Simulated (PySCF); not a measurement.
## EPR calculation of C₆H₅S

System: C₆H₅S, multiplicity 2.
Method: UKS B3LYP, pcH-1 on C H S, non-relativistic, mean-field spin-orbit, GIAO (PySCF 2.14.0).

It belongs to a series of runs on one base structure; here: H added to aryl C.

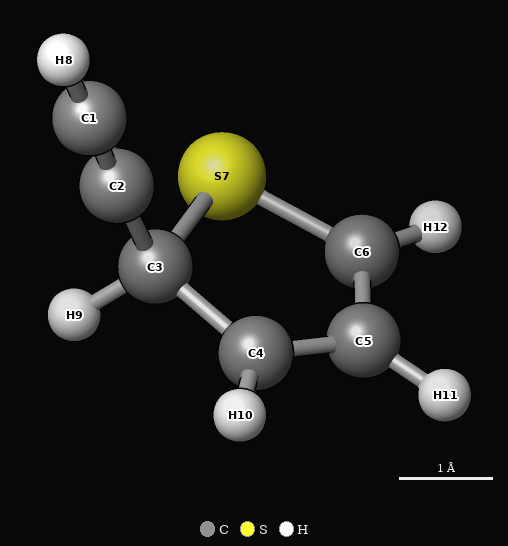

The structure as given in the input (ball-and-stick view, seen at a tilt; atoms are numbered from 1 in the order of the input). Bond lengths as drawn: C–C 1.20 to 1.50 Å, C–H 1.05 to 1.10 Å and C–S 1.72 to 1.86 Å.

## Input file
```
{"job": {"kind": "epr", "basis": "pcH-1"}, "charge": 0, "multiplicity": 2}
C      2.743916    -0.631879    -0.167731
C      1.611079    -0.358660    -0.441899
C      0.229003    -0.027643    -0.710292
C     -0.285912     1.032603     0.209621
C     -1.337442     0.643941     0.986075
C     -1.771923    -0.655439     0.782717
S     -0.869165    -1.496119    -0.422703
H      3.743856    -0.862287     0.049920
H      0.122730     0.239672    -1.769906
H      0.198984     1.990177     0.237114
H     -1.810106     1.288234     1.708171
H     -2.573821    -1.163288     1.277605
```

The first line tells a small driver script what to run in PySCF; the rest is the geometry in Å.

Run on 1 CPU thread, shared host.

Launched with:
```bash
OMP_NUM_THREADS=1 python <driver script> task.json out
```

## The program's output
```
UKS, coarse grid
  cycle   1  E = -629.67622197  |g| = 3.29e-01
  cycle   2  E = -629.66086735  |g| = 3.61e-01
  cycle   3  E = -629.72372926  |g| = 9.40e-02
  cycle   4  E = -629.72733109  |g| = 5.51e-02
  cycle   5  E = -629.72868934  |g| = 1.98e-02
  cycle   6  E = -629.72891411  |g| = 5.66e-03
  cycle   7  E = -629.72895128  |g| = 3.48e-03
  cycle   8  E = -629.72895985  |g| = 1.94e-03
  cycle   9  E = -629.72896312  |g| = 6.69e-04
UKS, final grid
  cycle   1  E = -629.72894758  |g| = 1.04e-03
  cycle   2  E = -629.72894638  |g| = 1.83e-03
  cycle   3  E = -629.72894815  |g| = 1.57e-04
  cycle   4  E = -629.72894816  |g| = 4.62e-05
  cycle   5  E = -629.72894817  |g| = 4.43e-05
  cycle   6  E = -629.72894817  |g| = 2.07e-05
E = -629.72894817 Eh   <S^2> = 0.7701 (exact 0.7500)
g shifts (ppm)      1          2          3
  rmc          -170       -170       -170
  gc              2         40         32
  oz_so        -113       1921       4828
  total        -281       1791       4690
hyperfine (MHz)  atom isotope    a_iso     a_fc   dipolar eigenvalues
    0   13C       2.17       2.19     -1.33      0.02      1.31
    1   13C      72.31      72.32     -2.37     -1.93      4.30
    2   13C     -22.46     -22.52     -0.87      0.33      0.53
    3   13C      48.81      48.85    -44.49    -42.51     87.00
    4   13C     -40.74     -40.77    -24.27     10.42     13.85
    5   13C      54.20      53.94    -48.41    -46.95     95.36
    6   33S       5.79       6.16    -19.26    -14.93     34.19
    7    1H       0.95       0.95     -0.75     -0.61      1.36
    8    1H      93.67      93.67     -3.09     -1.34      4.43
    9    1H     -36.42     -36.43    -21.42     -0.59     22.01
   10    1H       9.25       9.24     -4.44     -0.66      5.09
   11    1H     -39.17     -39.25    -23.24     -0.77     24.01
```

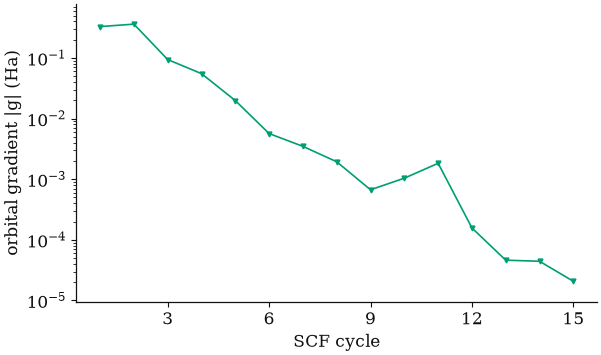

Convergence of the self-consistent field: orbital gradient |g| against the SCF cycle. All cycles printed in the log are drawn one after another.

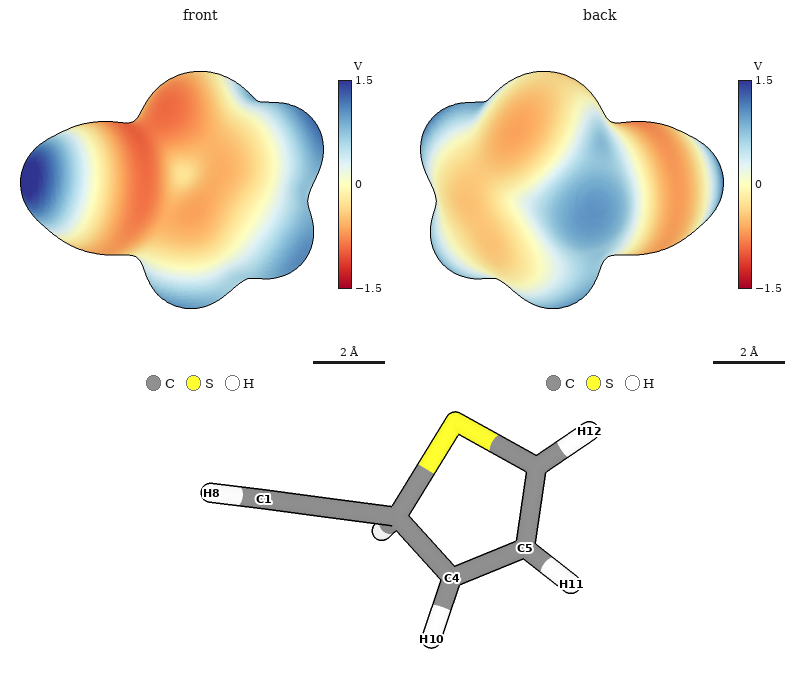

The molecular electrostatic potential painted on the density surface at 0.002 e/bohr³, seen face on and from behind; red is negative and blue positive. The bare structure is drawn below in the same view. A positive charge is drawn to the negative regions and a negative charge to the positive ones.

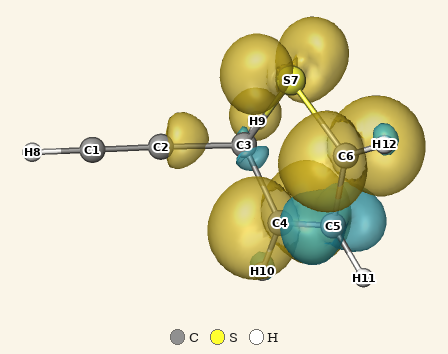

Isosurfaces of the spin density (α minus β) at +0.02 (yellow) and −0.02 e/Å³ (cyan), seen at a tilt. The unpaired spin (1 electron) lies mostly on C6 (about 0.4), C4 (about 0.3) and S7 (about 0.2), in electrons by Hirshfeld's partition.

## Results in brief

- outcome: converged
- total energy: −629.728948 hartree
- ⟨S²⟩: 0.770
- isotropic g: 2.0044
- wall time: 57 s
- peak memory: 0.91 GiB
